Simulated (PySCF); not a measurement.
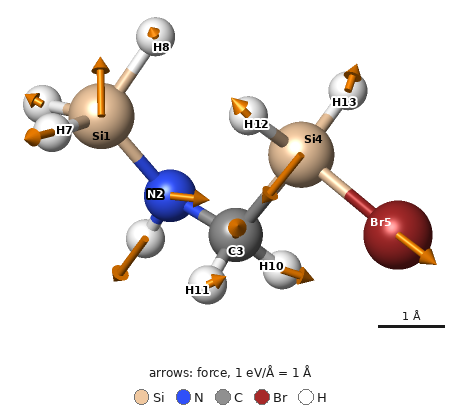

Starting geometry of CH₈BrNSi₂ with the computed forces as orange arrows. Style: ball-and-stick. Shown at a tilt.

The start comes from GFN2-xTB. Its atoms were then displaced at random by about 0.01 Å.

The calculation used PBE0-D3(BJ)/def2-SVP geometry optimisation, gas phase (PySCF 2.14.0, density-fitted response routines). 

Is this structure relaxed? If not, where do the atoms go?

Answer. It isn't relaxed: the largest force vector, on an H atom, is 1.19 eV/Å. The final displacements have little in common with the starting forces (cosine between the two patterns 0.20). The atom that moves furthest after the best rigid fit is an H atom (0.29 Å). Largest moves by element: H 0.29 Å, Br 0.13 Å, C 0.08 Å, Si 0.06 Å, N 0.04 Å. Near-neighbour distances that change, for instance: Si–Si 3.435 → 3.509 Å, Br–Si 2.189 → 2.234 Å, N–Si 1.695 → 1.736 Å, H–Si 1.462 → 1.501 Å. Bond angles that change, for instance: Si–C–H 107.2° → 103.8°, H–Si–H 113.5° → 110.3°, N–C–H 111.6° → 114.4°. The energy falls by 0.157 eV in 5 geometry steps. Cost: 72 s on 1 thread of Arm Neoverse V1, on a shared host.
